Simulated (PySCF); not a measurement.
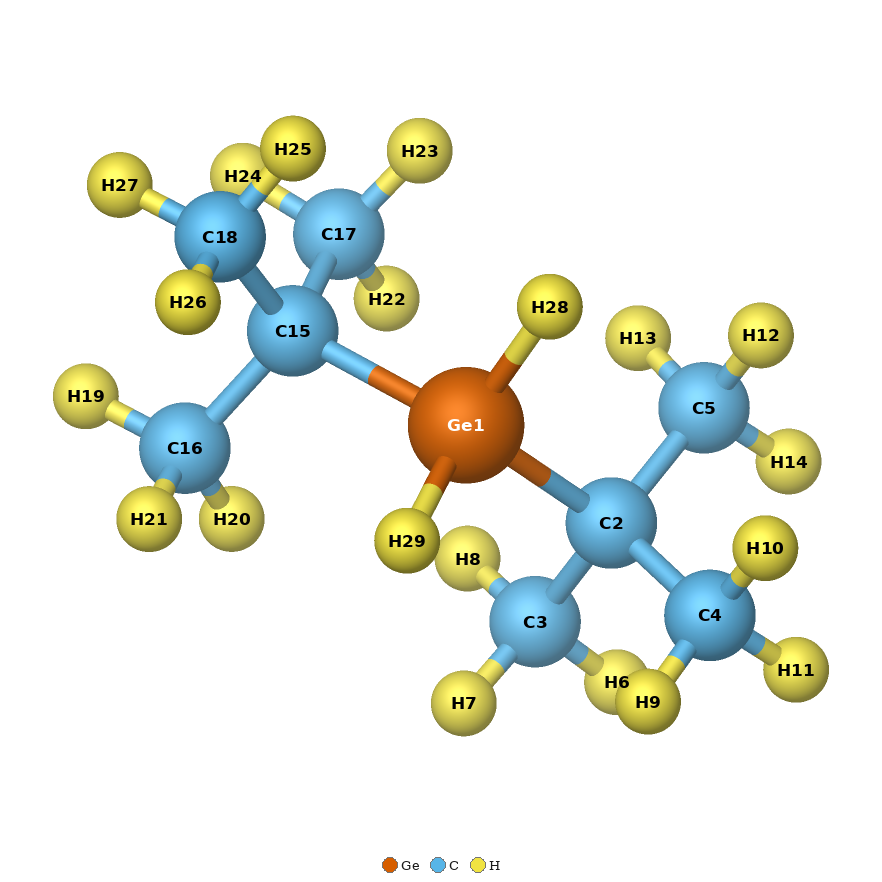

The geometry was computed by an optimisation with PBE0-D3(BJ)/def2-SVP. No frequency run is at hand to confirm it as a minimum. Method: delta-SCF UKS SCAN, pcX-2 on the ionised atom (unc-x2c-TZVPall on a metal), pcseg-1 elsewhere, spin-free X2C (PySCF 2.14.0).

Give the core-electron binding energies (to vacuum) of C2 1s, C3 1s.

```tsv
atom	level	binding energy (eV)
C2	1s	290.0
C3	1s	290.3
```
